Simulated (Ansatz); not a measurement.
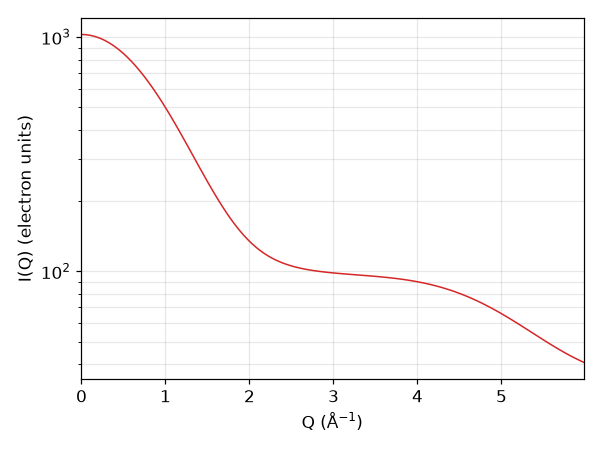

Elastic X-ray scattering of a randomly oriented, rigid molecule, calculated with the Debye equation from neutral-atom form factors (independent atoms, no Compton part, no vibration). The geometry is the end point of an optimisation (RKS B3LYP-D4/def2-SVP in Ansatz 0.2.0); it may be a saddle point or a higher isomer. It contains Al, N, O, H.

**How many electrons does the independent-atom model of the molecule hold?**

I(0) is the square of the electron number: I(0) = 1020, so about 32 electrons, the count of AlH4NO.

**What radius of gyration does the initial fall-off give?**

From I(Q) ≈ I(0) exp(−Q²R²/3) at small Q, R ≈ 1.51 Å. It is larger than the electron-weighted radius of the nuclear positions alone (1.31 Å), because each atom's electron cloud adds to it.
